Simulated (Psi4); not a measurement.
# SiHCl2OF (SMILES O[Si](F)(Cl)Cl): MP2/def2-SVP

What is the vertical ionisation energy of SiHCl2OF at MP2/def2-SVP? 

The calculation is run with Psi4 1.11.

### 1 The system as given

SiHCl2OF has 6 atoms, charge 0, and is taken as a singlet. SMILES: `O[Si](F)(Cl)Cl`. The coordinates come from a PBE0-D4/def2-TZVP relaxation. This is one conformer, not always the lowest.

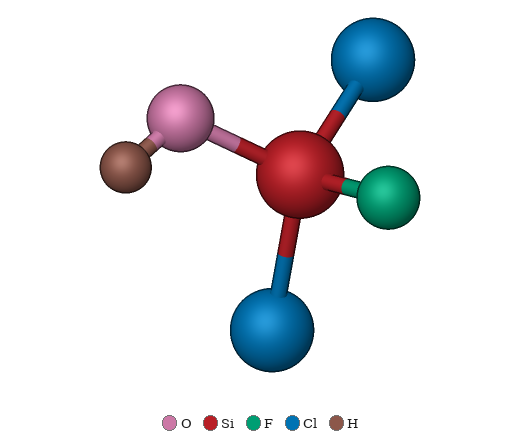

The structure, seen from a chosen angle (oxygen pink, silicon red, fluorine teal, chlorine blue, hydrogen brown).

### 2 A single-point energy at MP2/def2-SVP

Contents of input.inp:

```
memory 2.2 GB

molecule m {
  0 1
  O
  Si 1 R2
  F 2 R3 1 A3
  Cl 2 R4 3 A4 1 D4
  Cl 2 R5 3 A5 1 D5
  H 1 R6 2 A6 3 D6

  R2 = 1.612238
  R3 = 1.578788
  A3 = 111.13577
  R4 = 2.026229
  A4 = 106.64996
  D4 = -121.91005
  R5 = 2.011415
  A5 = 108.32532
  D5 = 118.18838
  R6 = 0.959052
  A6 = 118.90033
  D6 = -75.4793
  symmetry c1
}

set globals {
  reference rhf
  puream true
  e_convergence 1e-09
  d_convergence 1e-08
  scf_type pk
  num_frozen_docc 17
  mp2_type conv
}

result, w = energy('mp2/def2-SVP', return_wfn=True)
print_variables()
```

Started as:

```console
$ psi4 -i input.inp -o input.out -n 1
```

input.out:

```text
[...]
  Running in c1 symmetry.
[...]
  Nuclear repulsion =  382.547139182596425
[...]
  Multiplicity = 1
[...]
  Nalpha       = 33
  Nbeta        = 33
[...]
    Number of basis functions: 87
[...]
   @RHF iter   1: -1382.40990789416992   -4.31858e-01   5.77757e-03 ADIIS/DIIS
[...]
   @RHF iter  11: -1382.51478598141421   -1.45519e-11   7.03702e-09 DIIS
[...]
    Orbital Energies [Eh]
    ---------------------
    Doubly Occupied:
       1A   -104.813831     2A   -104.810214     3A    -68.912531
       4A    -26.308599     5A    -20.596904     6A    -10.578918
       7A    -10.575506     8A     -8.053438     9A     -8.050810
      10A     -8.050735    11A     -8.050070    12A     -8.047317
      13A     -8.047283    14A     -6.267898    15A     -4.380551
      16A     -4.380242    17A     -4.379845    18A     -1.596629
      19A     -1.374835    20A     -1.136910    21A     -1.111343
      22A     -0.805917    23A     -0.750788    24A     -0.702378
      25A     -0.699452    26A     -0.639141    27A     -0.597334
      28A     -0.569850    29A     -0.546955    30A     -0.511556
      31A     -0.497025    32A     -0.485780    33A     -0.474652
[...]
  @RHF Final Energy: -1382.51478598141421
   => Energetics <=
    Nuclear Repulsion Energy =            382.5471391825964247
    One-Electron Energy =               -2676.5133724812330911
    Two-Electron Energy =                 911.4514473172226872
    Total Energy =                      -1382.5147859814142066
[...]
 Multipole Moments:
 ------------------------------------------------------------------------------------
     Multipole            Electronic (a.u.)      Nuclear  (a.u.)        Total (a.u.)
 ------------------------------------------------------------------------------------
 L = 1.  Multiply by 2.5417464519 to convert [e a0] to [Debye]
 Dipole X            :         -0.2171314            0.7885578            0.5714264
 Dipole Y            :          0.0012859            0.0020398            0.0033257
 Dipole Z            :          2.7717613           -3.3239703           -0.5522090
 Magnitude           :                                                    0.7946533
[...]
	SCS-MP2 Total Energy (a.u.)        : -1383.20954413827417
	SOS-MP2 Total Energy (a.u.)        : -1383.14376277020096
	SCSN-MP2 Total Energy (a.u.)       : -1382.86211160483981
[...]
	SOS-PI-MP2 Total Energy (a.u.)     : -1383.24859223499880
[...]
	MP2 Total Energy (a.u.)            : -1383.23627740962229
[...]
```

Wall time 9 s (1 thread of AMD EPYC 7R43 (Zen 3), shared host); peak memory 0.42 GiB.

### 3 The doublet cation, same level

Contents of cl2fhosi.json:

```json
{
 "schema_name": "qcschema_input",
 "schema_version": 1,
 "molecule": {
  "schema_name": "qcschema_molecule",
  "schema_version": 2,
  "symbols": ["O", "Si", "F", "Cl", "Cl", "H"],
  "geometry": [-0.95941395, 0.85736874, 2.12121757, 0.41479488, 0.02532233, -0.46751824, 2.9918144, -1.37326397, 0.08390384, -1.74100468, -2.40543238, -2.49368259, 1.16785075, 3.18210982, -2.44625047, -1.79448393, -0.40723598, 3.11521352],
  "molecular_charge": 1,
  "molecular_multiplicity": 2,
  "fix_symmetry": "c1"
 },
 "driver": "energy",
 "model": {
  "method": "mp2",
  "basis": "def2-SVP"
 },
 "keywords": {
  "reference": "uhf",
  "puream": true,
  "e_convergence": 1e-09,
  "d_convergence": 1e-08,
  "scf_type": "pk",
  "num_frozen_docc": 17,
  "mp2_type": "conv",
  "maxiter": 100
 }
}
```

Started as:

```console
$ psi4 --qcschema cl2fhosi.json -n 1 --memory 2200MB
```

stdout:

```text
[...]
  Running in c1 symmetry.
[...]
  Nuclear repulsion =  382.547113833674928
[...]
  Multiplicity = 2
[...]
  Nalpha       = 33
  Nbeta        = 32
[...]
    Number of basis functions: 87
[...]
   @UHF iter   1: -1381.93594386684003    4.21060e-02   6.17726e-03 ADIIS/DIIS
[...]
   @UHF iter  31: -1382.07271196652164    1.36424e-12   7.57749e-09 DIIS
[...]
   @S^2 Observed:                7.896028258E-01
[...]
    Orbital Energies [Eh]
    ---------------------
    Alpha Occupied:
       1A   -105.135905     2A   -105.116279     3A    -69.136359
       4A    -26.503394     5A    -20.786966     6A    -10.898294
       7A    -10.878749     8A     -8.383332     9A     -8.368593
      10A     -8.366262    11A     -8.362410    12A     -8.349400
      13A     -8.347091    14A     -6.492923    15A     -4.606254
      16A     -4.604866    17A     -4.604146    18A     -1.788192
      19A     -1.562691    20A     -1.440897    21A     -1.413478
      22A     -1.009558    23A     -0.942233    24A     -0.909895
      25A     -0.902330    26A     -0.870056    27A     -0.836319
      28A     -0.818723    29A     -0.793875    30A     -0.787173
      31A     -0.774050    32A     -0.755008    33A     -0.739403
[...]
  @UHF Final Energy: -1382.07271196652164
   => Energetics <=
    Nuclear Repulsion Energy =            382.5471138336749277
    One-Electron Energy =               -2659.9339506692554096
    Two-Electron Energy =                 895.3141248690590146
    Total Energy =                      -1382.0727119665216378
  UHF NO Occupations:
  HONO-2 :   31  A 1.9987918
  HONO-1 :   32  A 1.9824185
  HONO-0 :   33  A 1.0000000
  LUNO+0 :   34  A 0.0175815
  LUNO+1 :   35  A 0.0012082
[...]
 Multipole Moments:
 ------------------------------------------------------------------------------------
     Multipole            Electronic (a.u.)      Nuclear  (a.u.)        Total (a.u.)
 ------------------------------------------------------------------------------------
 L = 1.  Multiply by 2.5417464519 to convert [e a0] to [Debye]
 Dipole X            :          0.8803836           -1.8802317           -0.9998481
 Dipole Y            :         -0.5110936            0.2176149           -0.2934787
 Dipole Z            :         -3.2226306            2.8439366           -0.3786941
 Magnitude           :                                                    1.1087088
[...]
	SCS-MP2 Total Energy (a.u.)        : -1382.76415468706659
	SOS-MP2 Total Energy (a.u.)        : -1382.69848720934215
	SCSN-MP2 Total Energy (a.u.)       : -1382.41943624890632
[...]
	SOS-PI-MP2 Total Energy (a.u.)     : -1382.80278308314541
[...]
	MP2 Total Energy (a.u.)            : -1382.79119376871176
[...]
```

The result, in JSON:

```text
{
 "driver": "energy",
 "model": {
  "method": "mp2",
  "basis": "def2-SVP"
 },
 "success": true,
 "return_result": -1382.7911937687118,
 "properties": {
  "calcinfo_nbasis": 87,
  "calcinfo_nmo": 87,
  "calcinfo_nalpha": 33,
  "calcinfo_nbeta": 32,
  "calcinfo_natom": 6,
  "nuclear_repulsion_energy": 382.5471138336749,
  "return_energy": -1382.7911937687118,
  "scf_one_electron_energy": -2659.9339506692554,
  "scf_two_electron_energy": 895.314124869059,
  "scf_dipole_moment": [-0.9998480698077556, -0.2934786874202263, -0.3786940686691982],
  "scf_total_energy": -1382.0727119665216,
  "scf_iterations": 31,
  "mp2_same_spin_correlation_energy": -0.19700243317301613,
  "mp2_opposite_spin_correlation_energy": -0.5214793690170585,
  "mp2_singles_energy": 0.0,
  "mp2_doubles_energy": -0.7184818021900746,
  "mp2_correlation_energy": -0.7184818021901265,
  "mp2_total_energy": -1382.7911937687118
 }
}
```

It took 12 s on 1 thread of AMD EPYC 7R43 (Zen 3), shared host; peak memory 0.42 GiB.

### 4 What came out

Level: MP2/def2-SVP, 17 core orbitals frozen.

```
                                                                  quantity           value
                                            singlet SiHCl2OF: total energy  -1383.23628 Eh
                     singlet SiHCl2OF: HOMO energy (Hartree–Fock orbitals)       -12.92 eV
                     singlet SiHCl2OF: LUMO energy (Hartree–Fock orbitals)         4.14 eV
                   singlet SiHCl2OF: HOMO–LUMO gap (Hartree–Fock orbitals)        17.06 eV
            singlet SiHCl2OF: correlation energy (17 core orbitals frozen)      -721.5 mEh
                                              doublet cation: total energy  -1382.79119 Eh
doublet cation: HOMO energy (Hartree–Fock orbitals) (highest over α and β)       -17.75 eV
 doublet cation: LUMO energy (Hartree–Fock orbitals) (lowest over α and β)       -11.10 eV
              doublet cation: correlation energy (17 core orbitals frozen)      -718.5 mEh
                         doublet cation: ⟨S²⟩ of the reference determinant           0.790
                        vertical ionisation energy (to the doublet cation)       12.111 eV
```

**Reading.** Removing an electron at fixed nuclei costs 12.11 eV (1169 kJ/mol).
